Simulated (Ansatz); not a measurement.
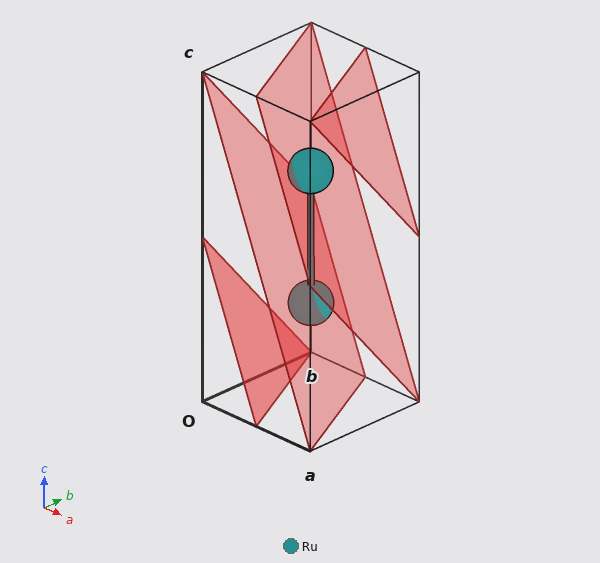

Every member of one family of equally spaced planes, hx + ky + lz = a whole number, that cuts the unit cell is shaded (one member passes through the origin O, touching the cell only at an edge or corner). Crystal: Ru, the geometry relaxed with DFT, revPBE, plane waves (420 eV) with PAW, scalar-relativistic in Ansatz 0.2.0. Symmetry computed with spglib at a tolerance of 0.002 Å; standard conventional cell.

a = 2.733 Å, b = 2.733 Å, c = 4.303 Å, α = 90.00°, β = 90.00°, γ = 120.00°.

What are the Miller indices?

Answer. (2 1 2), in four indices (2 1 −3 2); the opposite sign names the same planes. The member next to the origin meets the axes a at 1/2, b at 1, c at 1/2.

What is the spacing?

Answer. d = 0.826 Å.

Which atoms of the cell lie in these planes (within 0.03 Å)?

Answer. No atom.
